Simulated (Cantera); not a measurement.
Input: 1 mol SiCl₄, 23 mol NH₃, at 52.0 mbar.

These are equilibrium values from Cantera (NASA tables, ideal gas, pure condensed phases), not measurements of a reactor. Candidate condensed phases: NH₄Cl, Si, Si₃N₄; 28 gas species. The tables' values for SiCl, SiCl₃, SiN are old estimates; treat these amounts as uncertain. Gases not in the tables: Si₂H₆ and higher silanes. Equilibrium is a limit: real reactors are often held back by kinetics, nucleation or transport.

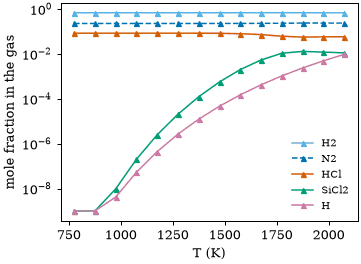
*Equilibrium gas composition (values under 1e-9 drawn at 1e-9)*

From 775 K to 1775 K the condensed part is Si₃N₄(s). From 1875 K to 2075 K the condensed part is Si(l). The main Si-bearing gas is SiCl₄ at 775 K and SiCl₂ at 2075 K.
